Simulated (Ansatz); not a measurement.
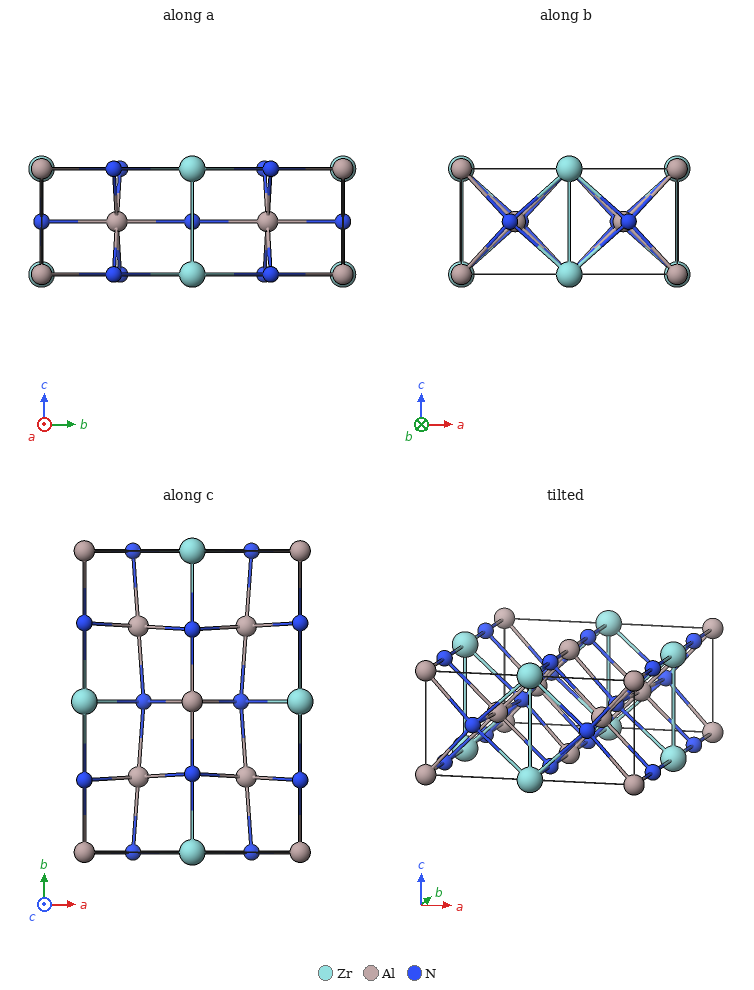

Ball-and-stick drawing of the structure, looking along the a axis, along the b axis, along the c axis and slightly off an axis. The conventional unit cell is outlined; an atom on or near a face, edge or corner is repeated at each equivalent position.

Lattice parameters: a = 6.073 Å, b = 8.482 Å, c = 2.973 Å, α = 90.00°, β = 90.00°, γ = 90.00°. Put a along x and b in the xy plane.

Convert the drawing into a POSCAR file, with free fractional coordinates to two decimals.

```
Zr Al N
1.0
     6.073    0.000    0.000
     0.000    8.482    0.000
     0.000    0.000    2.973
Zr Al N
2 6 8
Direct
  0.50 0.00 0.00
  0.00 0.50 0.00
  0.25 0.25 0.50
  0.25 0.75 0.50
  0.00 0.00 0.00
  0.75 0.75 0.50
  0.75 0.25 0.50
  0.50 0.50 0.00
  0.77 0.00 0.50
  0.23 0.00 0.50
  0.50 0.74 0.00
  0.50 0.26 0.00
  0.27 0.50 0.50
  0.73 0.50 0.50
  0.00 0.24 0.00
  0.00 0.76 0.00
```

The cell started as a structure type filled with these elements by a generator (whether the compound takes this form wasn't checked). Earlier steps of the study may have refined or changed the cell and positions. It was the input of a calculation with Ansatz.
